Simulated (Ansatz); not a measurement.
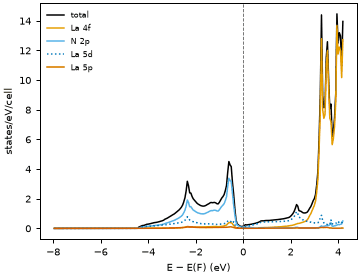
Fig. 1. Total and projected density of states of LaN (CsCl type, space group No. 221), DFT-r²SCAN in the program Ansatz with PAW potentials

Problem. Which orbitals carry the states next to the Fermi level?

Solution. Within 0.5 eV of the Fermi level: N 2p 64 %, La 5d 23 %, La 4f 9 %. Projections are on Löwdin-orthogonalised atomic valence shells; empty p or d shells of many metals are not among them.

Problem. Where is the tallest occupied peak in this window, and what makes it?

Solution. Near -0.6 eV, about 4.5 states/eV per cell; the largest projected share is N 2p.

Space group Pm-3m (CsCl type). The start of the workflow was typed in or built on a structure type; neither database checked (COD, Materials Project) lists it. COD files the formula under space group No. 225, so this cell is another polymorph or a model. Its standing as an ambient phase is unchecked. The cell was relaxed with r²SCAN under the symmetry of its start. At this level the phase is mechanically unstable. Scalar-relativistic: spin–orbit coupling is off unless named, which matters more the heavier the elements.

Potentials: the earlier of the program's two PAW sets.
